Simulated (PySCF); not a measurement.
# AlNH4SO (SMILES [NH2][Al]([OH])[SH]): levels of theory compared

We compute a comparison of 6 runs (HF/STO-3G, B3LYP/6-31G*, BP86/def2-SVP, PBE0/def2-SVP, B3LYP/aug-cc-pVDZ) of AlNH4SO. Input form: a Python script.

The calculation is run with PySCF 2.14.0.

## Step 1: The structure to begin with

AlNH4SO: 8 atoms, total charge 0, spin state singlet. SMILES: `[NH2][Al]([OH])[SH]`. The coordinates come from a PBE0-D4/def2-TZVP relaxation. This is one conformer, not always the lowest.

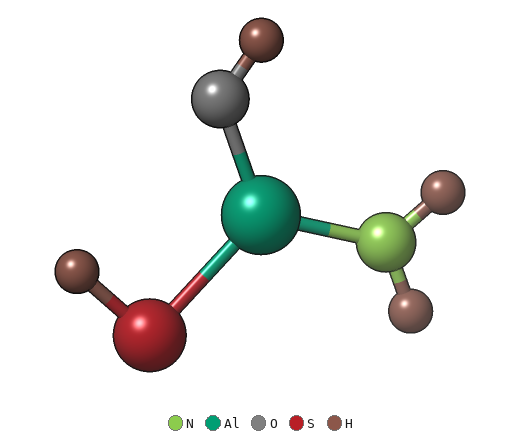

Viewed from a chosen angle; nitrogen green, aluminium teal, oxygen grey, sulfur red, hydrogen brown.

## Step 2: Energy and gradient at HF/STO-3G (run 1)

The input, run.py:

```python
import pyscf.grad
from pyscf import gto

mol = gto.Mole()
mol.atom = '''
N     -0.448900     1.481100     0.151700
Al    -0.001700    -0.212600    -0.028900
O      1.598400    -0.763100    -0.074000
S     -1.566000    -1.717100    -0.210400
H      0.192800     2.250800     0.241800
H     -1.398500     1.814200     0.179400
H      2.372300    -0.208400    -0.005300
H     -0.656100    -2.701900    -0.310000
'''
mol.verbose = 4
mol.basis = 'sto-3g'
mol.max_memory = 1860
mol.build()

mf = mol.RHF()
mf.conv_tol = 1e-10
mf.kernel()
if not mf.converged:
    mf = mf.newton().run(mf.mo_coeff, mf.mo_occ)

e_tot = mf.e_tot
print(f'total energy: {e_tot:.8f} hartree')
grad = mf.Gradients().kernel()
dip = mf.dip_moment()
pop, q = mf.mulliken_pop()
```

On the command line:

```console
OMP_NUM_THREADS=1 python run.py
```

Standard output:

```text
PySCF version 2.14.0

[... 62 lines left out ...]
converged SCF energy = -762.19842088645
total energy: -762.19842089 hartree
[... 11 lines left out ...]
Dipole moment(X, Y, Z, Debye):  1.31744,  1.92960,  0.22953
[... 41 lines left out ...]
charge of    7H =     -0.05787
```

Wall time 4.2 s (1 thread of Intel Xeon at 2.50GHz (Skylake/Cascade Lake), shared host); peak memory 0.12 GiB.

## Step 3: Energy and forces at B3LYP/6-31G(d) (spherical functions) (run 2)

The input, run.py:

```python
# [NH2][Al]([OH])[SH]
from pyscf import gto, dft

mol = gto.Mole()
mol.atom = '''
N   -0.448900   1.481100   0.151700
Al  -0.001700  -0.212600  -0.028900
O    1.598400  -0.763100  -0.074000
S   -1.566000  -1.717100  -0.210400
H    0.192800   2.250800   0.241800
H   -1.398500   1.814200   0.179400
H    2.372300  -0.208400  -0.005300
H   -0.656100  -2.701900  -0.310000
'''
mol.basis = '6-31g*'
mol.verbose = 4
mol.max_memory = 1860
mol.build()

mf = dft.RKS(mol, xc='b3lyp')
mf.conv_tol = 1e-10
mf.grids.level = 5
mf.kernel()
if not mf.converged:
    mf = mf.newton().run(mf.mo_coeff, mf.mo_occ)

e_tot = mf.e_tot
print('E(%s) = %.9f' % ('B3LYP', e_tot))
grad = mf.nuc_grad_method().kernel()
dip = mf.dip_moment()
pop, q = mf.mulliken_pop()
```

On the command line:

```console
OMP_NUM_THREADS=1 python run.py
```

Standard output:

```text
PySCF version 2.14.0

[... 78 lines left out ...]
converged SCF energy = -773.123574296435
[... 13 lines left out ...]
Dipole moment(X, Y, Z, Debye):  1.72990,  2.56248,  0.30100
[... 81 lines left out ...]
charge of    7H =      0.12046
```

Wall time 56 s (1 thread of Intel Xeon at 2.50GHz (Skylake/Cascade Lake), shared host); peak memory 0.71 GiB.

Runs 3 to 5 aren't shown in full; the table further down has their settings and results.

## Step 4: Energy and forces at B3LYP/aug-cc-pVDZ (run 6)

The input, run.py:

```python
from pyscf import gto, dft

mol = gto.M(
    atom='''
N     -0.848298     2.798873     0.286671
Al    -0.003213    -0.401756    -0.054613
O      3.020538    -1.442050    -0.139840
S     -2.959311    -3.244849    -0.397598
H      0.364339     4.253396     0.456936
H     -2.642782     3.428341     0.339017
H      4.482997    -0.393819    -0.010016
H     -1.239849    -5.105851    -0.585815
''',
    spin=0,
    max_memory=1860,
    verbose=4,
    unit='bohr',
    basis='aug-cc-pvdz',
    charge=0,
)

mf = dft.RKS(mol)
mf.xc = 'b3lyp'
mf.conv_tol = 1e-10
mf.grids.level = 5
mf.kernel()
if not mf.converged:
    mf = mf.newton().run(mf.mo_coeff, mf.mo_occ)

e_final = mf.e_tot
print(f'total energy: {e_final:.8f} hartree')
grad = mf.nuc_grad_method().kernel()
mf.analyze()
```

On the command line:

```console
OMP_NUM_THREADS=1 python run.py
```

Standard output:

```text
PySCF version 2.14.0

[... 98 lines left out ...]
DFT Exchange-Correlation Energy =      -61.504770288318007
[... 18 lines left out ...]
MO #17  energy= -0.489160995922018 occ= 2
[... 16 lines left out ...]
MO #34  energy= 0.0585671023745262 occ= 0
[... 16 lines left out ...]
MO #51  energy= 0.195508420784132  occ= 0
[... 16 lines left out ...]
MO #68  energy= 0.409727618794769  occ= 0
[... 16 lines left out ...]
MO #85  energy= 0.71810223980913   occ= 0
[... 16 lines left out ...]
MO #102 energy= 1.10656492118216   occ= 0
[... 16 lines left out ...]
MO #119 energy= 2.07246525237792   occ= 0
[... 16 lines left out ...]
MO #136 energy= 3.88483829881089   occ= 0
[... 147 lines left out ...]
Dipole moment(X, Y, Z, Debye):  1.22759,  2.18370,  0.25433
```

Wall time 2.2 min (1 thread of Intel Xeon at 2.50GHz (Skylake/Cascade Lake), shared host); peak memory 1.5 GiB.

## Step 5: All runs side by side

```tsv
run	level	integration grid	Cartesian functions	energy (Eh)	dipole moment (D)	HOMO energy (eV)	LUMO energy (eV)	wall time
1	HF/STO-3G	–	no	-762.198421	2.35	-6.57	10.34	4.2 s
2	B3LYP/6-31G* (spherical functions)	5	no	-773.123574	3.11	-6.75	-0.27	56 s
3	B3LYP/6-31G* (Cartesian functions)	5	yes	-773.130698	3.11	-6.75	-0.29	53 s
4	BP86/def2-SVP	5	no	-772.895837	2.82	-5.72	-0.70	49 s
5	PBE0/def2-SVP	5	no	-772.439964	2.89	-7.01	0.09	59 s
6	B3LYP/aug-cc-pVDZ	5	no	-773.207309	2.52	-7.08	-1.09	2.2 min
```

## Step 6: Results

| quantity | value |
| --- | --- |
| run 6: total energy | -773.20731 Eh |
| run 6: dipole moment | 2.52 D |
| run 6: HOMO energy | -7.08 eV |
| run 6: LUMO energy | -1.09 eV |
| run 6: HOMO–LUMO gap | 5.99 eV |
| run 6: largest force on an atom | 0.803 eV/Å |

**Reading.** The dipole moment (its size) runs from 2.35 D (HF/STO-3G) to 3.11 D (B3LYP/6-31G*). The two ends differ in method and basis. The HOMO–LUMO gap runs from 5.01 eV (BP86/def2-SVP) to 16.91 eV (HF/STO-3G). Totals of different functionals can't be ranked against each other. In run 1 the basis is minimal, so the values are rough. All runs together took 5.9 min, the longest 2.2 min.
